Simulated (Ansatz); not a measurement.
Crystal: Rh, the end point of a relaxation with DFT, PBE, plane waves (420 eV) with PAW, scalar-relativistic (Ansatz 0.2.0).

```cif
data_structure
_symmetry_space_group_name_H-M 'Fm-3m'
_symmetry_Int_Tables_number 225
_cell_length_a 3.8321
_cell_length_b 3.8321
_cell_length_c 3.8321
_cell_angle_alpha 90.000
_cell_angle_beta 90.000
_cell_angle_gamma 90.000
_cell_volume 56.28
loop_
_atom_site_label
_atom_site_type_symbol
_atom_site_symmetry_multiplicity
_atom_site_Wyckoff_symbol
_atom_site_fract_x
_atom_site_fract_y
_atom_site_fract_z
_atom_site_occupancy
Rh1 Rh 4 a 0.00000 0.00000 0.00000 1
```

Question: What does its first Brillouin zone look like, and which path through it is standard?

Answer: It has a face-centred cubic lattice (cF; extended symbol cF2). The zone is a truncated octahedron in its combinatorial type: 14 faces (6 with 4 edges, 8 with 6 edges), 36 edges, 24 vertices. Path: Γ–X–U | K–Γ–L–W–X.

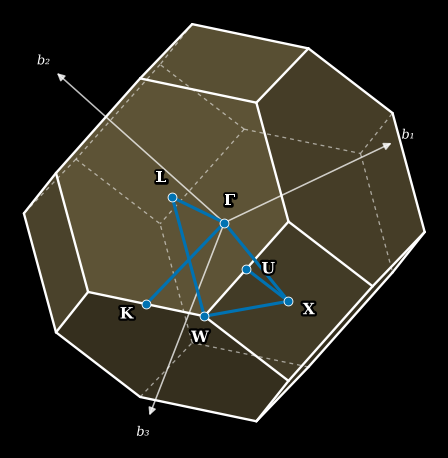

Labels and path follow the convention of Hinuma et al. (2017), as computed by seekpath; the arrows show the directions of the reciprocal primitive vectors b₁, b₂, b₃, in which coordinates are given; lengths include the factor 2π.

```tsv
point	k₁	k₂	k₃	length of k (1/Å)
Γ	0	0	0	0.000
X	1/2	0	1/2	1.640
L	1/2	1/2	1/2	1.420
W	1/2	1/4	3/4	1.833
K	3/8	3/8	3/4	1.739
U	5/8	1/4	5/8	1.739
```
